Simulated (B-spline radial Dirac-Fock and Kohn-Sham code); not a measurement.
The lanthanum atom. Level of theory: Dirac partial waves in the static Dirac–Fock field with Furness–McCarthy exchange, no polarisation or absorption; calculated with a B-spline radial code.

A figure with this caption is to be made: «Differential cross section for elastic electron scattering against angle at 158 eV, 1.28 keV and 10.3 keV, computed at the marked angles.» What will it show?

At 158 eV the cross section is 310 bohr²/sr at 0°, 1.3 at 90° and 2.8 at 180°, with minima near 30°, 60°, 110° and 150°; the integral is 36.3 bohr². At 1.28 keV the cross section is 516 bohr²/sr at 0°, 0.086 at 90° and 0.64 at 180°, with minima near 80° and 120°; the integral is 12.9 bohr². At 10.3 keV the cross section is 847 bohr²/sr at 0°, 0.0055 at 90° and 0.0038 at 180°, without a marked minimum on this grid; the integral is 3.79 bohr². The model is rough under about 200 eV.

The computed plot:

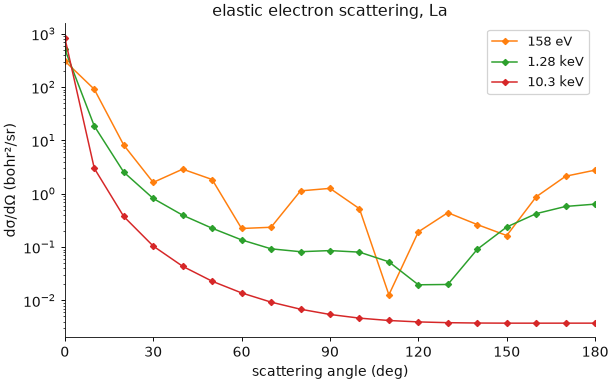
